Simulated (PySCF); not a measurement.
## A study: C$_{2}$H$_{8}$BN, charge −1, doublet, SMILES `[BH2-]N(C)C`

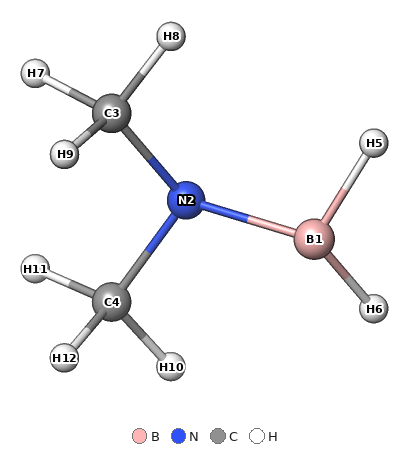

The molecule, with its atoms numbered as below. No frequency check shows the geometry to be a minimum.

Coordinates in Å:

```
B1       1.5971   -0.0006    0.2131
N2       0.0935   -0.0000   -0.2779
C3      -0.6478    1.1722    0.0412
C4      -0.6487   -1.1717    0.0412
H5       2.1580    1.0279   -0.1904
H6       2.1571   -1.0298   -0.1904
H7      -1.6034    1.2139   -0.5234
H8      -0.0579    2.0514   -0.2188
H9      -0.9249    1.2646    1.1254
H10     -0.0597   -2.0514   -0.2188
H11     -1.6044   -1.2126   -0.5234
H12     -0.9260   -1.2639    1.1254
```

## 1. Bonding charge

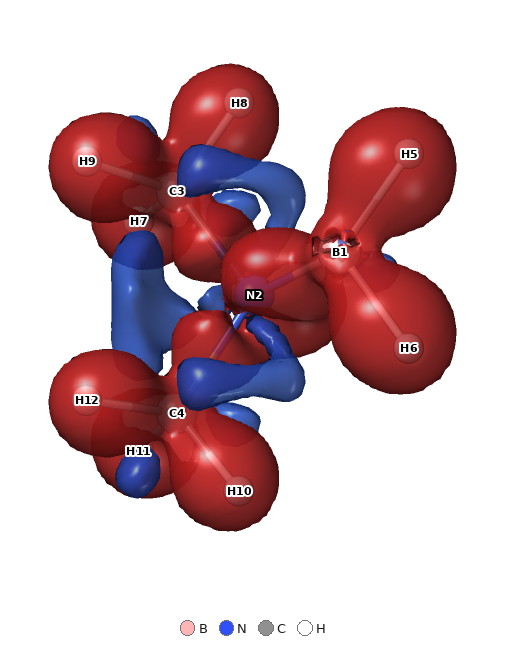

Deformation density (molecule less spherical, spin-averaged free atoms at the same positions), surfaces at ±0.08 e/Å³; red: gain, blue: loss.

Level of theory: PBE0/6-31+G* (PySCF), at a geometry from GFN2-xTB. The highest occupied Kohn–Sham orbital has positive energy, a self-interaction fault of such functionals for anions. The stability of the open-shell solution wasn't checked. GFN2-xTB doesn't know the spin state, so this open-shell geometry is rough.

Question: Describe the bonding that the map shows.

Answer: C3–H8 and C4–H10: +0.66 e/Å³ at the bond critical point (bond length 1.09 Å). C3–H7 and C4–H11: +0.60 e/Å³ at the bond critical point (bond length 1.11 Å). C4–H12 and C3–H9: +0.59 e/Å³ at the bond critical point (bond length 1.12 Å). N2–C3 and N2–C4: +0.41 e/Å³ at the bond critical point (bond length 1.42 Å). B1–H5 and B1–H6: +0.33 e/Å³ at the bond critical point (bond length 1.24 Å). B1–N2: +0.16 e/Å³ at the bond critical point (bond length 1.58 Å). In all, 2.8 electrons gather in the regions of gain relative to the promolecule of neutral atoms (this includes the anion's extra charge).

Question: Where do the Hirshfeld charges lie?

Answer: The highest Hirshfeld charge is on H8 and H10 (+0.02 e), the lowest on B1 (−0.32 e).

| atom | charge (e) |
| --- | --- |
| B1 | −0.32 |
| N2 | −0.21 |
| C3 | −0.10 |
| C4 | −0.10 |
| H5 | −0.14 |
| H6 | −0.14 |
| H7 | 0.00 |
| H8 | +0.02 |
| H9 | −0.01 |
| H10 | +0.02 |
| H11 | 0.00 |
| H12 | −0.01 |

## 2. Bond critical points

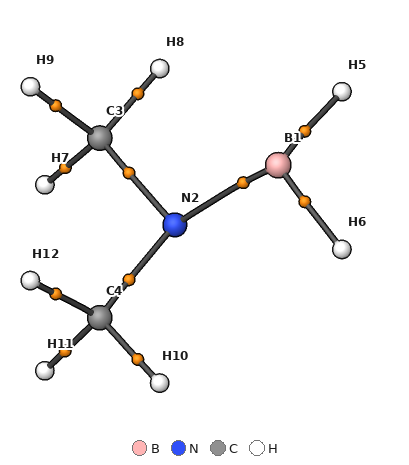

Molecular graph of the electron density (QTAIM): bond paths, bond critical points (orange), ring points (yellow, if any); weak paths are dashed.

Question: How many critical points of each kind are there, and does the count close?

Answer: 12 nuclei, 11 bond, 0 ring and 0 cage critical points: 12 − 11 + 0 − 0 = 1, as the Poincaré–Hopf relation requires.

Question: What does the calculation give at each kind of bond critical point?

Answer:
```csv
bond,length (Å),ρ (a.u.),∇²ρ (a.u.),ε,H (a.u.)
N2–C3 (2 alike),1.423,0.292,−0.91,0.06,−0.359
C3–H8 (2 alike),1.090,0.275,−0.94,0.02,−0.273
C3–H7 (2 alike),1.111,0.260,−0.81,0.03,−0.244
C4–H12 (2 alike),1.123,0.254,−0.77,0.03,−0.231
B1–H5 (2 alike),1.239,0.156,−0.26,0.05,−0.162
B1–N2,1.582,0.140,+0.34,0.02,−0.106
```

Question: What kind of interaction is C3–H8?

Answer: Shared-shell (covalent): ρ = 0.275, ∇²ρ = −0.94, H = −0.273 a.u.

## 3. Electrostatic potential

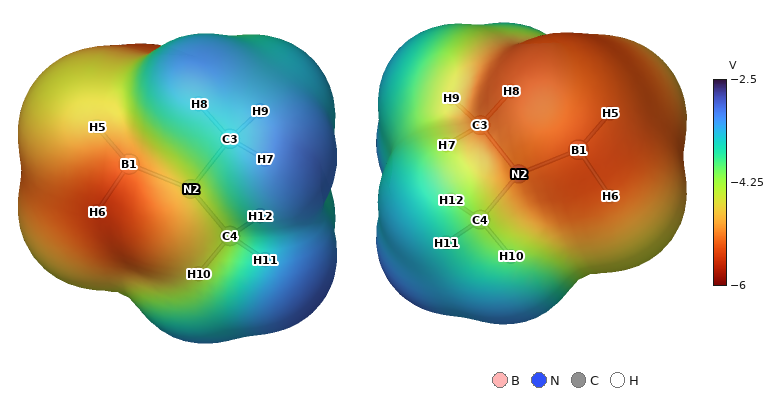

Electrostatic potential on the surface of electron density 0.001 a.u. (back view left, front view right).

Question: Where are the extremes of the potential on the surface?

Answer: Highest: −2.91 V, 1.4 Å from H11, and at like points elsewhere. Lowest: −5.60 V, off the B1–N2 bond (2.1 to 2.3 Å from its atoms). The surface is sampled at points, so like sites can differ by a few per cent and only the strongest of them is named.

## 4. Spin density

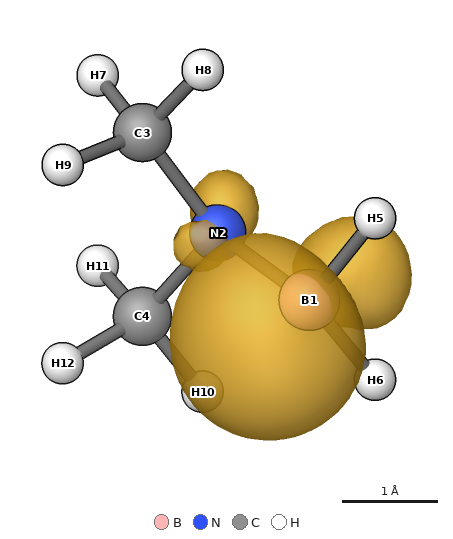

Spin density ρα − ρβ at ±0.03 e/Å³ (yellow: excess α, teal: excess β).

Question: Where is the unpaired spin?

Answer: Hirshfeld spin populations: B1 +0.70, N2 +0.07, H5 and H6 +0.05 and C3 and C4 +0.04. ⟨S²⟩ = 0.75, as for a pure state.

## 5. In an electric field

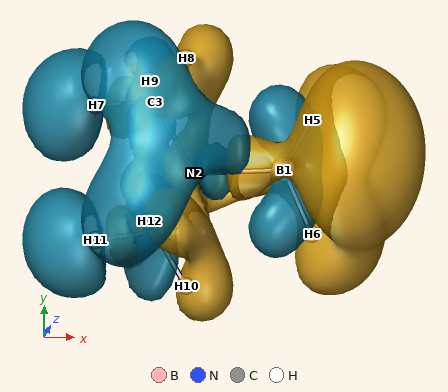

Change of the electron density in a uniform field of 0.10 V/Å, surfaces at ±0.0005 e/Å³ (yellow: gain, teal: loss).

Level of theory: LDA (SVWN)/def2-SVPD (PySCF), at a geometry from GFN2-xTB. For an anion such functionals hold the outermost electrons too loosely, so the response is rough. The stability of the open-shell solution wasn't checked. GFN2-xTB doesn't know the spin state, so this open-shell geometry is rough.

Question: Along which Cartesian direction does the field point?

Answer: Along −x: electrons gather on the +x side, against the field.

Question: What dipole is induced, and what polarisability does it imply?

Answer: The induced dipole is 0.64 D (along the field); α along this axis, from the fields in both directions, is 130 bohr³ (19.3 Å³). The response isn't linear: the two directions induce 0.64 and 0.69 D.

Question: Which atoms gain and lose the most charge?

Answer: Electrons gather most on B1 (Hirshfeld charge changes by −0.014 e) and leave H9 and H12 alike most (+0.006 e); 0.042 electrons are displaced in all.

## 6. Removing or adding an electron

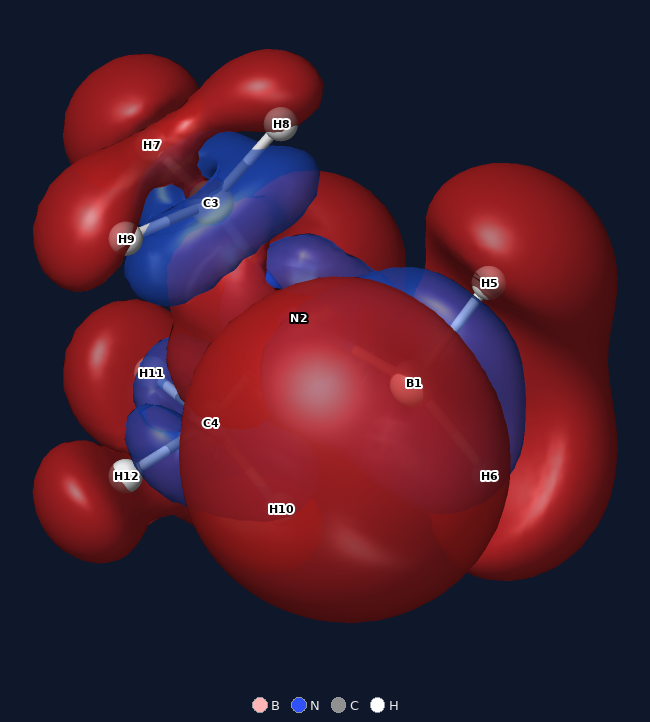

Fukui function f⁻ = ρ(N) − ρ(N−1) at fixed geometry, surfaces at ±0.008 e/Å³ (red positive, blue negative).

Computed with PySCF, B3LYP/6-311+G**, geometry: GFN2-xTB. The highest occupied Kohn–Sham orbital has positive energy, a self-interaction fault of such functionals for anions. GFN2-xTB doesn't know the spin state, so this open-shell geometry is rough.

Question: Which atoms respond most to the removal of an electron?

Answer: f⁻ (Hirshfeld-condensed) is largest on B1 (0.41); the vertical detachment energy is 0.18 eV (to the singlet neutral species, which needn't be its lowest state). Condensed values hint at sites of electrophilic attack but needn't mark the atom that reacts. Orbital relaxation makes it negative in places (0.20 e in all).

The PySCF runs shown took 12 s, 33 s and 29 s on 1 thread of Intel(R) Xeon(R) Platinum 8488C (Sapphire Rapids), on a shared host.
